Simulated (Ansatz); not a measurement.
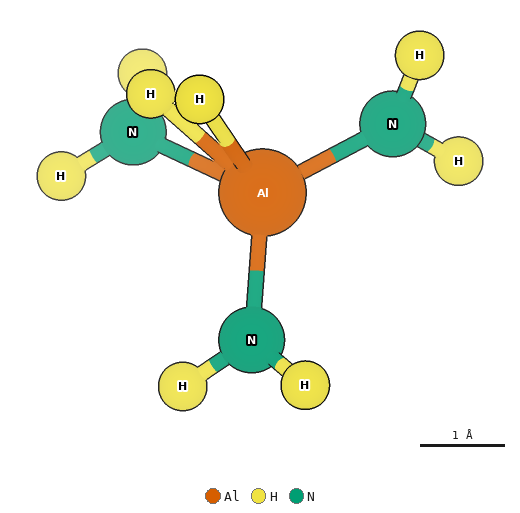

*The structure (ball-and-stick view, seen at a tilt). Sticks mark near contacts.*

Run report: AlN3H8, phonon calculation

- system: AlN3H8
- method: RKS PBE-D4/def2-SVP (Ansatz 0.2.0)

It belongs to a series of runs on one base structure; here: vibrations at the highest image of the band.

Log
```
Engine: ansatz 0.2.0, x86_64-unknown-linux-gnu
Functional definition: PBE
  parameter kappa = 0.804
  parameter beta = 0.06672455060314922
  exchange = pbe_x(kappa = kappa, mu = beta*pi^2/3)
  correlation = pbe_c(beta = beta)
1173 factors; their error is unknown
mean field evaluation 1: about -11161.1013 eV, gradient 1.1e2 eV
mean field evaluation 2: about -11089.3544 eV, gradient 1.8e2 eV
mean field evaluation 4: about -11183.6139 eV, gradient 7.1e0 eV
mean field evaluation 8: about -11183.7572 eV, gradient 1.4e-1 eV
mean field evaluation 16: about -11183.6999 eV, gradient 2.5e-4 eV
mean field -11183.69989019 eV, -410.9933903803 hartree, gradient 5.8e-5 eV, S^2 0.000000; 0 other end points of the search recorded, 0 dependent functions left out
the calculation of the forces begins
reference -11183.69993418 eV, -410.9933919971 hartree; 21, 21 occupied and 79, 79 virtual orbitals, 1173 factors
these checks for a lower state are left out or cut short: stability, starts, cluster_reference, orbital_swaps, neighbouring_geometries, increment
1173 factors; their error is unknown
mean field -11183.69989867 eV, -410.9933906921 hartree, gradient 1.5e-6 eV, S^2 0.000000; 0 other end points of the search recorded, 0 dependent functions left out
[... from here on the field's lines of each further geometry are left out, up to the last ...]
the calculation of the forces begins
reference -11183.69985246 eV, -410.9933889937 hartree; 21, 21 occupied and 79, 79 virtual orbitals, 1173 factors
these checks for a lower state are left out or cut short: stability, starts, cluster_reference, orbital_swaps, neighbouring_geometries, increment
1173 factors; their error is unknown
mean field evaluation 448: about -11183.6999 eV, gradient 2.7e-4 eV
mean field -11183.69986708 eV, -410.9933895310 hartree, gradient 1.6e-6 eV, S^2 0.000000; 0 other end points of the search recorded, 0 dependent functions left out
the calculation of the forces begins
reference -11183.69991107 eV, -410.9933911479 hartree; 21, 21 occupied and 79, 79 virtual orbitals, 1173 factors
WARN: phonons: modes at or below zero, which the zero-point energy, F, S and C_V leave out: 1, the lowest at -1006.26 cm⁻¹. A minimum has none, and a first-order saddle one
Total energy: -11183.90201303 eV, -411.0008182579 hartree
Atom 0 at    -0.102150     0.127208     0.181344 Å, force     0.015221    -0.018377    -0.012347 eV/Å
Atom 1 at     0.781666    -1.218813     1.134233 Å, force    -0.000960    -0.004477     0.009532 eV/Å
Atom 2 at     0.536573     1.798916     0.297425 Å, force     0.006889    -0.010004    -0.011638 eV/Å
Atom 3 at    -1.815968    -0.282540     0.526564 Å, force    -0.006076     0.027111    -0.006934 eV/Å
Atom 4 at     0.981334    -1.372767     0.141690 Å, force    -0.003198     0.005814     0.001677 eV/Å
Atom 5 at     0.793808    -0.896791    -1.175322 Å, force    -0.019815     0.014881     0.020801 eV/Å
Atom 6 at     1.340378     2.156771    -0.222500 Å, force    -0.003380     0.008427     0.005819 eV/Å
Atom 7 at     0.304406     2.446520     1.053213 Å, force    -0.001058    -0.002265     0.002314 eV/Å
Atom 8 at    -2.588680     0.369607     0.377380 Å, force    -0.004610    -0.002368    -0.005803 eV/Å
Atom 9 at    -2.118623    -1.035301     1.146826 Å, force     0.011816    -0.016346     0.008944 eV/Å
Atom 10 at     1.637242    -0.581090    -1.668578 Å, force     0.005107     0.000314    -0.006151 eV/Å
Atom 11 at     0.250012    -1.512021    -1.792178 Å, force     0.000065    -0.002712    -0.006214 eV/Å
Dipole moment:     0.096080     0.016386    -0.257522 e Å
Vibrations: -1006.26 151.12 176.25 204.99 242.94 257.51 278.11 301.60 331.36 466.05 559.05 568.35 631.85 655.59 687.90 760.28 859.32 866.29 1421.11 1446.59 1471.33 1477.33 1740.22 1759.17 3436.82 3502.71 3506.60 3542.59 3593.20 3598.25 cm⁻¹, zero-point energy 2.386356 eV
```

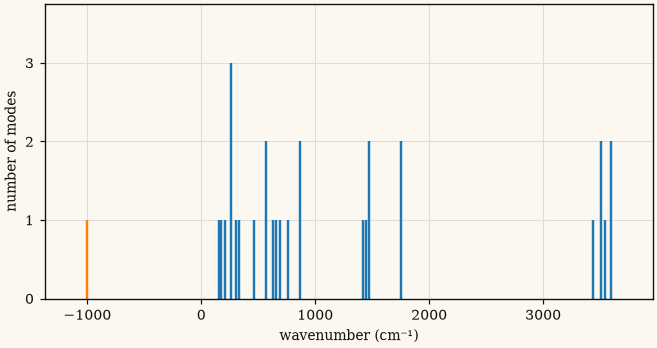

*Harmonic vibrational wavenumbers from the force constants; neighbouring modes closer than 21 cm⁻¹ are counted in one stick, and imaginary ones are drawn at negative wavenumbers.*

30 modes from 1006i to 3598 cm⁻¹, 1 imaginary beyond 8i (1006i cm⁻¹): a first-order saddle point, if the geometry is stationary.

The run was set up as follows.

Input file
```yaml
crystal:
  periodic: [false, false, false]
  atoms:
    - { symbol: Al, position_ang: [-0.10215, 0.127208, 0.181344] }
    - { symbol: H, position_ang: [0.781666, -1.218813, 1.134233] }
    - { symbol: "N", position_ang: [0.536573, 1.798916, 0.297425] }
    - { symbol: "N", position_ang: [-1.815968, -0.28254, 0.526564] }
    - { symbol: H, position_ang: [0.981334, -1.372767, 0.14169] }
    - { symbol: "N", position_ang: [0.793808, -0.896791, -1.175322] }
    - { symbol: H, position_ang: [1.340378, 2.156771, -0.2225] }
    - { symbol: H, position_ang: [0.304406, 2.44652, 1.053213] }
    - { symbol: H, position_ang: [-2.58868, 0.369607, 0.37738] }
    - { symbol: H, position_ang: [-2.118623, -1.035301, 1.146826] }
    - { symbol: H, position_ang: [1.637242, -0.58109, -1.668578] }
    - { symbol: H, position_ang: [0.250012, -1.512021, -1.792178] }
basis:
  gaussian: { orbitals: def2-SVP }
hamiltonian:
  xc: pbe
  dispersion: d4
phonons: {}
```

Launched with:
```bash
ansatz run input.yaml --threads 2 --pin off --max-ram 3072MiB --backend cpu --events-out ev --progress --plain --runs-dir out
```

Key numbers

| quantity | value |
| --- | --- |
| outcome | converged |
| total energy | −11183.9020 eV |
| mean-field energy | −11183.6999 eV |
| largest force (length of the vector) | 0.032 eV/Å |
| hardware | 2 threads of Intel Xeon @ 2.90GHz (Ice Lake), 16 GiB of memory available, shared host |
| wall time | 56 s (CPU time 1.8 min) |
| peak memory | 0.2 GiB |
